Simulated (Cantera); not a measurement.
Feed: 1 mol ZrN, a varied amount of H2, equilibrated at 2625 °C and 9.10 Pa.

Method: chemical equilibrium by Gibbs-energy minimisation in Cantera with the NASA 1993 tables (ideal gas, pure condensed phases). Candidate condensed phases: Zr, ZrN; 11 gas species. Kinetics and transport are ignored.

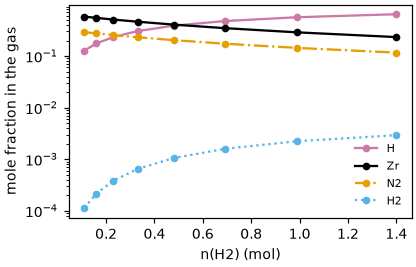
Figure. Equilibrium gas composition (values under 1e-9 drawn at 1e-9)

Q: Read off the mole fractions at 0.23 mol H2.

A: Zr about 0.51, N2 about 0.25, H about 0.23, H2 about 0.00038.
